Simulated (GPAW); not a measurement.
# Be K ELNES/XANES of Be (Beryllium, P6_3/mmc) from DFT, part 2 of 3

What does one-electron theory with a core hole give for the Be K edge of Be (Beryllium, P6_3/mmc)?

GPAW 26.7.0; X-ray absorption from dipole matrix elements to empty bands, plane-wave PAW PBE.

So far. Step 2 (The field without a hole): The mesh shows no gap, so the system is treated as a metal and the core electron is put at the Fermi level (neutral cell). Step 3 (Spectrum without a core hole, Be atom 1): Main maxima below 24 eV (height): 2.1 eV (0.74), 6.6 eV (0.91), 15.4 eV (2.18) and 22.8 eV (0.59). A K edge sees empty p states on the absorber.

## Step 5: Spectrum with XCH, Be atom 1

The holes are 5.3 Å apart. In GPAW the data set carries the hole's charge, so charge=0 means a charged cell and charge=-1 a neutral one. The excited electron is kept in the cell, where it fills the lowest empty states and screens the hole. After the field has converged, empty bands are computed with the density fixed and the dipole matrix elements are summed.

xas.py

```python
import numpy as np
from ase import Atoms
from ase.parallel import parprint, paropen
from gpaw import GPAW, PW, FermiDirac, Mixer, MixerDif, setup_paths
from gpaw.test import gen
setup_paths.insert(0, '.')
gen('Be', name='fch1s', xcname='PBE', corehole=(1, 0, 1), write_xml=True)
from gpaw.mpi import world
world.barrier()

atoms = Atoms('Be16',
    cell=[[0, -3.95825571, -3.5842],
     [0, 3.95825571, -3.5842],
     [4.5706, 0, 3.5842]],
    scaled_positions=[[0.66666667, 0.83333333, 0.25],
     [0.16666667, 0.33333333, 0.25],
     [0.91666667, 0.08333333, 0.75],
     [0.54166667, 0.20833333, 0.5],
     [0.29166667, 0.95833333, 0],
     [0.41666667, 0.58333333, 0.75],
     [0.04166667, 0.70833333, 0.5],
     [0.79166667, 0.45833333, 0],
     [0.70833333, 0.04166667, 0],
     [0.20833333, 0.54166667, 0],
     [0.95833333, 0.29166667, 0.5],
     [0.58333333, 0.41666667, 0.25],
     [0.33333333, 0.16666667, 0.75],
     [0.45833333, 0.79166667, 0.5],
     [0.08333333, 0.91666667, 0.25],
     [0.83333333, 0.66666667, 0.75]],
    pbc=True)
atoms.calc = calc = GPAW(legacy_gpaw=True, mode=PW(430, force_complex_dtype=True), xc='PBE', setups={0: 'fch1s'},
    kpts={'size': (6, 6, 6), 'gamma': True}, occupations=FermiDirac(0.1),
    charge=-1, mixer=Mixer(0.1, 5, 50), maxiter=150,
    convergence={'density': 0.0001, 'eigenstates': 1e-6}, txt='scf.txt')
energy = atoms.get_potential_energy() + calc.get_reference_energy()
ef = calc.get_fermi_level()
out = dict(energy=energy, fermi=ef, forces=atoms.get_forces().tolist())
parprint(f'all-electron energy {energy:.4f} eV, Fermi level {ef:.4f} eV')
ev = np.array([[calc.get_eigenvalues(k, s) for k in range(len(calc.get_ibz_k_points()))] for s in range(calc.get_number_of_spins())])
out['homo'], out['lumo'], out['counts'] = ev[ev < ef].max(), ev[ev > ef].min(), sorted(set((ev < ef).sum((0, 2)).tolist()))
out['filled'] = (ev[:, 0] < ef).sum(1).tolist()

from ase.units import Ha
from gpaw.xas import dipole_matrix_elements
nb = int(calc.get_number_of_electrons() / 2) + 80
top, nb = nb, nb + 8 + nb // 12
nscf = calc.fixed_density(kpts={'size': (7, 7, 7), 'gamma': True}, nbands=nb,
    convergence={'bands': top, 'eigenstates': 5e-3}, maxiter=60, txt='nscf.txt')
cell = atoms.cell.array
ops = [cell.T @ U.T @ np.linalg.inv(cell.T) for U in nscf.wfs.kd.symmetry.op_scc]
E = np.arange(-6, 34, 0.1)
fwhm = np.interp(E, [4, 25], [0.9, 3.5])
Y, X, zero, highest = 0, 0, 1e9, 1e9
for spin in range(nscf.get_number_of_spins()):
    wfs = nscf.wfs
    mine = wfs.bd.get_slice()  # this rank's bands
    A = dipole_matrix_elements(wfs.setups[0])
    eps = np.zeros((wfs.kd.nibzkpts, nb))
    d = np.zeros((3, A.shape[1], wfs.kd.nibzkpts, nb), complex)
    for kpt in wfs.kpt_u:
        if kpt.s == spin and 0 in kpt.P_ani:
            eps[kpt.k, mine] = kpt.eps_n * Ha
            d[:, :, kpt.k, mine] = (kpt.weight * wfs.nspins / 2) ** 0.5 * np.inner(A, kpt.P_ani[0])
    world.sum(eps)
    world.sum(d)
    T = np.einsum('amkn,bmkn->abkn', d, d.conj()).real
    T = sum(np.einsum('ai,ijkn,bj->abkn', R, T, R) for R in ops) / len(ops)
    empty = eps > ef
    zero, highest = min(zero, eps[empty].min()), min(highest, eps[:, top - 1].min())
    lines = [(eps, T, empty)] if spin == 0 else lines + [(eps, T, empty)]
for eps, T, empty in lines:
    f = np.einsum('aakn->akn', T).reshape(3, -1)
    x = eps.ravel() - zero
    w = np.interp(x, E, fwhm) / 2.35482
    g = np.exp(-0.5 * ((E[:, None] - x) / w) ** 2) / (w * (2 * np.pi) ** 0.5)
    Y = Y + (f * empty.ravel()) @ g.T
    X = X + (f * ~empty.ravel()) @ g.T
out.update(E=E.round(2).tolist(), xas=Y.tolist(), xes=X.tolist(), zero=zero, valid=highest - zero, nk=len(eps), nb=nb)
for i in range(0, len(E), 10):
    parprint(f'{E[i]:7.2f}', *(f'{v:10.3e}' for v in Y[:, i]))
import json
with paropen('out.json', 'w') as f:
    json.dump(out, f)
```

Started as:

```sh
> OMP_NUM_THREADS=1 mpirun -n 4 gpaw python xas.py
```

Numbers of over 12 decimals in the logs are rounded to 6 here.

What it wrote:

```text
Input parameters:
  charge: -1
  convergence: {density: 0.0001,
                eigenstates: 1e-06}
  kpts: {gamma: True,
         size: (6, 6, 6)}
  maxiter: 150
  mixer: {backend: pulay,
          beta: 0.1,
          method: separate,
          nmaxold: 5,
          weight: 50}
  mode: {ecut: 430.0,
         force_complex_dtype: True,
         name: pw}
  occupations: {fixmagmom: False,
                name: fermi-dirac,
                width: 0.1}
  setups: {0: fch1s}
  xc: PBE

Initialize ...

[... PAW data sets ...]

Reference energy: -6242.679564  # eV

Spin-paired calculation

[... convergence settings ...]
Symmetries present (total): 1
  [... symmetry matrices ...]

216 k-points: 6 x 6 x 6 Monkhorst-Pack grid + [1/12,1/12,1/12]
112 k-points in the irreducible part of the Brillouin zone
       k-points in crystal coordinates                weights
   0:     0.00000000    0.00000000    0.00000000          1/216
   1:     0.00000000    0.00000000    0.16666667          2/216
   2:     0.00000000    0.00000000    0.33333333          2/216
   3:     0.00000000    0.00000000    0.50000000          1/216
   4:     0.00000000    0.16666667   -0.33333333          2/216
   5:     0.00000000    0.16666667   -0.16666667          2/216
   6:     0.00000000    0.16666667    0.00000000          2/216
   7:     0.00000000    0.16666667    0.16666667          2/216
   8:     0.00000000    0.16666667    0.33333333          2/216
   9:     0.00000000    0.16666667    0.50000000          2/216
          ...
 111:     0.50000000    0.50000000    0.50000000          1/216

Wave functions: Plane wave expansion
  Cutoff energy: 430.000 eV
  Number of coefficients (min, max): 2598, 2654
  Pulay-stress correction: 0.000000 eV/Ang^3 (de/decut=0.000000)
  Using FFTW library
  Wavefunction extrapolation:
    Improved wavefunction reuse through dual PAW basis

Occupation numbers: Fermi-Dirac:
  width: 0.1000  # eV

Eigensolver
   Davidson(niter=2)

Densities:
  Coarse grid: 27*27*28 grid
  Fine grid: 54*54*56 grid
  Total Charge: 0.000000

Density mixing:
  Method: separate
  Backend: pulay
  Linear mixing parameter: 0.1
  old densities: 5
  Width of damping distribution: 1.1
  Damping of long wavelength oscillations: 50

[... Hamiltonian set-up ...]
Number of atoms: 16
Number of atomic orbitals: 64
Number of bands in calculation: 24
Number of valence electrons: 33
Bands to converge: occupied

... initialized

Initializing position-dependent things.

Density initialized from atomic densities
Creating initial wave functions:
  24 bands from LCAO basis set

                 Be
                 Be
             Bee  Be
              Be
          Be    Be
           BBe BeBe
        Be   Be
             Be
        Be

Atomic positions and initial magnetic moments

Positions:
   0 Be     1.142650    0.659709   -4.480250    ( 0.0000,  0.0000,  0.0000)
   1 Be     1.142650    0.659709   -0.896050    ( 0.0000,  0.0000,  0.0000)
   2 Be     3.427950   -3.298546   -0.896050    ( 0.0000,  0.0000,  0.0000)
   3 Be     2.285300   -1.319419   -0.896050    ( 0.0000,  0.0000,  0.0000)
   4 Be     0.000000    2.638837   -4.480250    ( 0.0000,  0.0000,  0.0000)
   5 Be     3.427950    0.659709   -0.896050    ( 0.0000,  0.0000,  0.0000)
   6 Be     2.285300    2.638837   -0.896050    ( 0.0000,  0.0000,  0.0000)
[...]
13 Be     2.285300    1.319419   -2.688150    ( 0.0000,  0.0000,  0.0000)
  14 Be     1.142650    3.298546   -2.688150    ( 0.0000,  0.0000,  0.0000)
  15 Be     3.427950   -0.659709   -2.688150    ( 0.0000,  0.0000,  0.0000)

Unit cell:
           periodic     x           y           z      points  spacing
  1. axis:    yes    0.000000   -3.958256   -3.584200    27     0.1701
  2. axis:    yes    0.000000    3.958256   -3.584200    27     0.1701
  3. axis:    yes    4.570600    0.000000    3.584200    28     0.1632

  Lengths:   5.339876   5.339876   5.808345
  Angles:  114.468393 114.468393  95.678328

Effective grid spacing dv^(1/3) = 0.1852

iter:   1   -74.059070
iter:   2   -72.108887   -1.45  -0.92
iter:   3   -70.843062   -1.16  -1.06
iter:   4   -70.901112   -2.53  -1.44
iter:   5   -70.930587   -3.08  -1.69
iter:   6   -70.930273   -3.60  -2.38
iter:   7   -70.928476c  -3.90  -2.53
iter:   8   -70.928755c  -4.34  -2.88
iter:   9   -70.928438c  -4.70  -2.86
iter:  10   -70.928431c  -6.90c -3.42
iter:  11   -70.928425c  -6.49c -3.52
iter:  12   -70.928437c  -6.03c -3.72
iter:  13   -70.928420c  -6.00  -3.75
iter:  14   -70.928420c  -7.30c -3.96
iter:  15   -70.928421c  -7.66c -4.52c

Converged after 15 iterations.

Dipole moment: (0.008874, 0.096279, -0.158906) |e|*Ang

Energy contributions relative to reference atoms: (reference = -6242.679564)

Kinetic:        +47.682187
Potential:      -24.956495
External:        +0.000000
XC:             -92.779315
Entropy (-ST):   -0.053739
Local:           -0.847929
SIC:             +0.000000
--------------------------
Free energy:    -70.955290
Extrapolated:   -70.928421

Showing only first 2 kpts
 Kpt  Band  Eigenvalues  Occupancy
  0    14      7.72720    1.83702
  0    15      8.04900    0.62187
  0    16      8.23357    0.13303
  0    17      8.79674    0.00051

  1    14      6.99423    1.99988
  1    15      7.06041    1.99977
  1    16      7.54409    1.97197
[...]
Fermi level: 7.96942

No gap
No difference between direct/indirect transitions

Forces in eV/Ang:
  0 Be   -0.00000    0.02295    0.00000
  1 Be    0.00000    0.02600   -0.00000
  2 Be   -0.30179   -0.14697   -0.00000
  3 Be   -0.08269   -0.17636   -0.00000
  4 Be    0.08269   -0.17636   -0.00000
  5 Be    0.30179   -0.14697    0.00000
  6 Be    0.07571    0.28277    0.00000
[...]
13 Be   -0.06497   -0.01825   -0.20181
 14 Be    0.00000    0.31585    0.36336
 15 Be   -0.00000   -0.26323    0.00000
Scalar-relativistic atomic PBE calculation for Be (Beryllium, Z=4)
Core hole in 1s state (1s occupation: 1.0)
300 radial gridpoints.
|------------------------------------------------|
|------------------------------------------------|
[... the atom generator's iteration count ...]

Energy contributions:
-------------------------
Kinetic:       +9.872940
XC:            -1.612488
Potential:    -18.179277
-------------------------
Total:         -9.918824

state      eigenvalue         ekin         rmax
-----------------------------------------------
1s^1.0 :    -5.560734     7.657285        0.253
2s^2.0 :    -0.663003     1.107828        1.590
2p^0.0 :    -0.516980     0.998110        1.415
-----------------------------------------------
(units: Bohr and Hartree)

Generating PAW setup
Kinetic energy of the core from tauc = 7.658990
Cutoffs:
rc(s)=1.500
rc(p)=1.500
rc(d)=1.500
rc(vbar)=1.350
rc(comp)=1.500
rc(nct)=1.500

Kinetic energy of the core states: 7.657285
Charge: 1.0
Core electrons: 1.0
Valence electrons: 2.0
Pseudo-core charge: 0.040502
Shape function alpha=4.444
Pseudo-electron charge 2.093044
state    eigenvalue         norm
--------------------------------
2s(2) :    -0.663003     1.026271
*s    :     0.336997
2p(0) :    -0.516980     0.948222
*p    :     0.483020
*d    :     0.000000
--------------------------------

Diagonalizing with gridspacing h=0.050

state   all-electron     PAW
-------------------------------
2s:      -0.663003    -0.663196
2p:      -0.516980    -0.517463
*d:                   -0.086591
*f:                   -0.016912
-------------------------------
all-electron energy -6313.6080 eV, Fermi level 7.9694 eV
[...]
31.00  4.589e-04  4.490e-04  4.802e-04
  32.00  4.526e-04  4.430e-04  4.640e-04
  33.00  4.498e-04  4.399e-04  4.852e-04
```

The job ended after 2.1 min (4 MPI ranks of AMD EPYC 9R14 (Zen 4), shared host; peak memory 0.66 GiB).

The Be K spectrum, Be atom 1, excited-electron core hole (neutral cell) (energy from the lowest empty level; intensity scaled to a mean of 1 over the first 20 eV; polarised curves are means over the symmetry-equivalent atoms):

```tsv
E (eV)	isotropic	ε ⊥ c	ε ∥ c
-2.0	0.00	0.00	0.00
-0.5	0.06	0.06	0.07
1.0	1.10	0.96	1.39
2.5	0.87	0.89	0.82
4.0	1.03	1.08	0.92
5.5	1.30	1.51	0.88
7.0	1.20	1.25	1.08
8.5	1.31	1.37	1.20
10.0	1.21	1.23	1.17
11.5	1.38	1.22	1.70
13.0	1.62	1.46	1.94
14.5	0.97	0.94	1.05
16.0	0.51	0.55	0.43
17.5	0.36	0.38	0.31
19.0	0.26	0.24	0.32
20.5	0.34	0.32	0.37
22.0	0.42	0.44	0.37
23.5	0.36	0.40	0.27
25.0	0.33	0.38	0.23
26.5	0.38	0.41	0.34
```

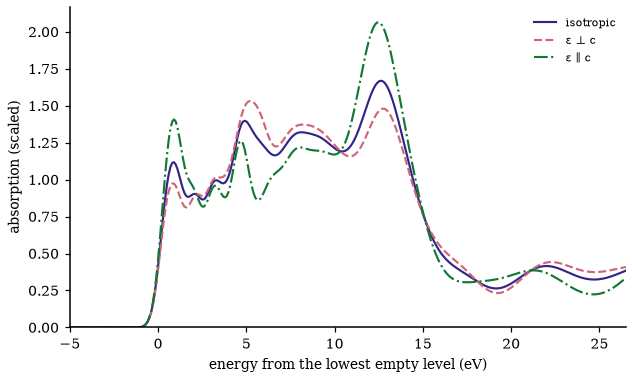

The Be K edge, Be atom 1, excited-electron core hole (neutral cell): main maxima at 4.9, 8.1 and 12.6 eV.

Main maxima below 24 eV (height): 0.9 eV (1.12), 4.9 eV (1.40), 8.1 eV (1.32), 12.6 eV (1.67) and 22.0 eV (0.42). 

The total-energy difference is 116.54 eV. One term is added: -4.47 eV, since the hole is spin-paired here and a spin-polarised one costs that much less in the free atom (computed apart). The photon energy is then 112.07 eV. The tabulated edge of the element is 111.5 eV. The functional leaves an error of a few eV in such absolute values.

## Step 6: Cell without a hole, the energy reference

The cell and mesh change for the next run, so it gets a reference energy of its own.

scf.py

```python
import numpy as np
from ase import Atoms
from ase.parallel import parprint, paropen
from gpaw import GPAW, PW, FermiDirac, Mixer, MixerDif, setup_paths
from gpaw.test import gen
setup_paths.insert(0, '.')
gen('Be', name='nch1s', xcname='PBE', corehole=(1, 0, 0), write_xml=True)
from gpaw.mpi import world
world.barrier()

atoms = Atoms('Be2',
    cell=[[2.2853, 0, 0],
     [-1.14265, 1.97912786, 0],
     [0, 0, 3.5842]],
    scaled_positions=[[0.66666667, 0.33333333, 0.75],
     [0.33333333, 0.66666667, 0.25]],
    pbc=True)
atoms.calc = calc = GPAW(legacy_gpaw=True, mode=PW(430, force_complex_dtype=True), xc='PBE', setups={0: 'nch1s'},
    kpts={'size': (12, 12, 7), 'gamma': True}, occupations=FermiDirac(0.1),
    charge=0, mixer=Mixer(0.1, 5, 50), maxiter=150,
    convergence={'density': 0.0001, 'eigenstates': 1e-6}, txt='scf.txt')
energy = atoms.get_potential_energy() + calc.get_reference_energy()
ef = calc.get_fermi_level()
out = dict(energy=energy, fermi=ef, forces=atoms.get_forces().tolist())
parprint(f'all-electron energy {energy:.4f} eV, Fermi level {ef:.4f} eV')
ev = np.array([[calc.get_eigenvalues(k, s) for k in range(len(calc.get_ibz_k_points()))] for s in range(calc.get_number_of_spins())])
out['homo'], out['lumo'], out['counts'] = ev[ev < ef].max(), ev[ev > ef].min(), sorted(set((ev < ef).sum((0, 2)).tolist()))
out['filled'] = (ev[:, 0] < ef).sum(1).tolist()
import json
with paropen('out.json', 'w') as f:
    json.dump(out, f)
```

Started as:

```sh
> OMP_NUM_THREADS=1 mpirun -n 4 gpaw python scf.py
```

What it wrote:

```text
Input parameters:
  convergence: {density: 0.0001,
                eigenstates: 1e-06}
  kpts: {gamma: True,
         size: (12, 12, 7)}
  maxiter: 150
  mixer: {backend: pulay,
          beta: 0.1,
          method: separate,
          nmaxold: 5,
          weight: 50}
  mode: {ecut: 430.0,
         force_complex_dtype: True,
         name: pw}
  occupations: {fixmagmom: False,
                name: fermi-dirac,
[...]
--------------------------------
2s(2) :    -0.206149     0.997817
*s    :     0.793851
2p(0) :    -0.074159     0.989811
*p    :     0.925841
*d    :     0.000000
--------------------------------

Diagonalizing with gridspacing h=0.050

state   all-electron     PAW
-------------------------------
2s:      -0.206149    -0.206219
2p:      -0.074159    -0.074241
*d:                    0.039245
*f:                    0.071379
-------------------------------
all-electron energy -803.8035 eV, Fermi level 7.6152 eV
[key lines of the parts left out:]
Converged after 8 iterations.
Dipole moment: (0.000778, -0.000449, -0.001964) |e|*Ang
Free energy:     -7.434747
Fermi level: 7.61522
```

Wall time 4.7 s (4 MPI ranks); peak memory 0.16 GiB.

## Step 7: Spectrum with XCH, Be atom 1

A smaller cell brings the holes closer; here they are 2.3 Å apart.

Changed against the first core-hole run: supercell atoms from 16 to 2; the field's mesh follows (6×6×6 to 12×12×7).

Edit xas.py of step 5 so:

```diff
@@ -10,25 +10,11 @@
 
-atoms = Atoms('Be16',
-    cell=[[0, -3.95825571, -3.5842],
-     [0, 3.95825571, -3.5842],
-     [4.5706, 0, 3.5842]],
-    scaled_positions=[[0.66666667, 0.83333333, 0.25],
-     [0.16666667, 0.33333333, 0.25],
-     [0.91666667, 0.08333333, 0.75],
-     [0.54166667, 0.20833333, 0.5],
-     [0.29166667, 0.95833333, 0],
-     [0.41666667, 0.58333333, 0.75],
-     [0.04166667, 0.70833333, 0.5],
-     [0.79166667, 0.45833333, 0],
-     [0.70833333, 0.04166667, 0],
-     [0.20833333, 0.54166667, 0],
-     [0.95833333, 0.29166667, 0.5],
-     [0.58333333, 0.41666667, 0.25],
-     [0.33333333, 0.16666667, 0.75],
-     [0.45833333, 0.79166667, 0.5],
-     [0.08333333, 0.91666667, 0.25],
-     [0.83333333, 0.66666667, 0.75]],
+atoms = Atoms('Be2',
+    cell=[[2.2853, 0, 0],
+     [-1.14265, 1.97912786, 0],
+     [0, 0, 3.5842]],
+    scaled_positions=[[0.66666667, 0.33333333, 0.75],
+     [0.33333333, 0.66666667, 0.25]],
     pbc=True)
 atoms.calc = calc = GPAW(legacy_gpaw=True, mode=PW(430, force_complex_dtype=True), xc='PBE', setups={0: 'fch1s'},
-    kpts={'size': (6, 6, 6), 'gamma': True}, occupations=FermiDirac(0.1),
+    kpts={'size': (12, 12, 7), 'gamma': True}, occupations=FermiDirac(0.1),
     charge=-1, mixer=Mixer(0.1, 5, 50), maxiter=150,
@@ -45,6 +31,7 @@
 from gpaw.xas import dipole_matrix_elements
-nb = int(calc.get_number_of_electrons() / 2) + 80
-top, nb = nb, nb + 8 + nb // 12
-nscf = calc.fixed_density(kpts={'size': (7, 7, 7), 'gamma': True}, nbands=nb,
-    convergence={'bands': top, 'eigenstates': 5e-3}, maxiter=60, txt='nscf.txt')
+nb = int(calc.get_number_of_electrons() / 2) + 13
+top = nb
+nscf = calc.fixed_density(kpts={'size': (15, 15, 9), 'gamma': True},
+    convergence={'eigenstates': 1.0}, txt='nscf.txt')
+nscf.diagonalize_full_hamiltonian(nbands=nb)
 cell = atoms.cell.array
```

Started as:

```sh
> OMP_NUM_THREADS=1 mpirun -n 4 gpaw python xas.py
```

What it wrote:

```text
Input parameters:
  charge: -1
  convergence: {density: 0.0001,
                eigenstates: 1e-06}
  kpts: {gamma: True,
         size: (12, 12, 7)}
  maxiter: 150
  mixer: {backend: pulay,
          beta: 0.1,
          method: separate,
          nmaxold: 5,
          weight: 50}
  mode: {ecut: 430.0,
         force_complex_dtype: True,
         name: pw}
  occupations: {fixmagmom: False,
[...]
*p    :     0.483020
*d    :     0.000000
--------------------------------

Diagonalizing with gridspacing h=0.050

state   all-electron     PAW
-------------------------------
2s:      -0.663003    -0.663196
2p:      -0.516980    -0.517463
*d:                   -0.086591
*f:                   -0.016912
-------------------------------
all-electron energy -687.0442 eV, Fermi level 8.5332 eV
[...]
32.00  5.582e-04  5.582e-04  4.354e-04
  33.00  6.202e-04  6.202e-04  4.625e-04
[key lines of the parts left out:]
Converged after 9 iterations.
Dipole moment: (0.259031, -0.149552, 0.016771) |e|*Ang
Free energy:    -18.961470
Fermi level: 8.53323
```

It took 13 s on 4 MPI ranks; peak memory 0.24 GiB; 50 s of CPU time.

These settings depart from the first run's and aren't meant as converged.

Against the first run the r.m.s. difference is 24 %. Another feature, at 6.1 eV (1.82), becomes the highest below 16 eV; the one at 12.6 eV (1.67) is now at 12.9 eV (1.27).

```tsv
E (eV)	first run	this run
-2.0	0.00	0.00
-0.5	0.06	0.08
1.0	1.10	0.66
2.5	0.87	0.92
4.0	1.03	1.41
5.5	1.30	1.62
7.0	1.20	1.59
8.5	1.31	1.46
10.0	1.21	1.43
11.5	1.38	1.08
13.0	1.62	1.26
14.5	0.97	0.71
16.0	0.51	0.30
17.5	0.36	0.26
19.0	0.26	0.44
20.5	0.34	0.46
22.0	0.42	0.35
23.5	0.36	0.32
25.0	0.33	0.38
```

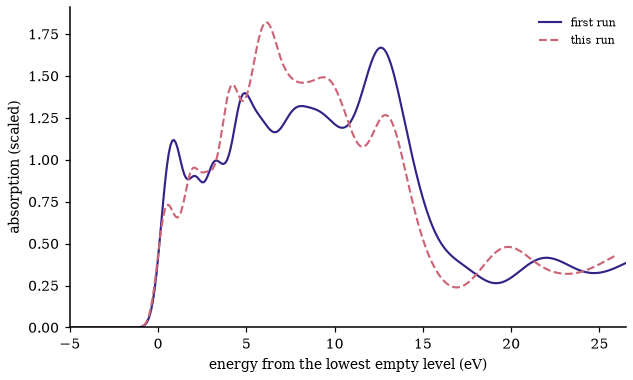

This run beside the first core-hole run.

(Part 2 of 3 ends here.)

[Banner, clock and machine lines of the logs are left out without a mark of their own.]

[Logs are printed without paths, hosts, clocks, repeated set-up lines and the standing remarks that a program may print on its own settings, such as how far it seeks lower states.]

[Hosts, paths, dates, database ids (printed as entryN), source tags and the programs' standing remarks are cut or masked in the printed files.]

[Lists of maxima count a maximum above −3 eV only where it reaches 4 % of the highest in the window and stands out from its surroundings by 2 % of it (1.5 % where it reaches 55 %); shoulders and weaker maxima are passed over, and of the rest the first, up to two pre-edge ones and the few strongest are named.]
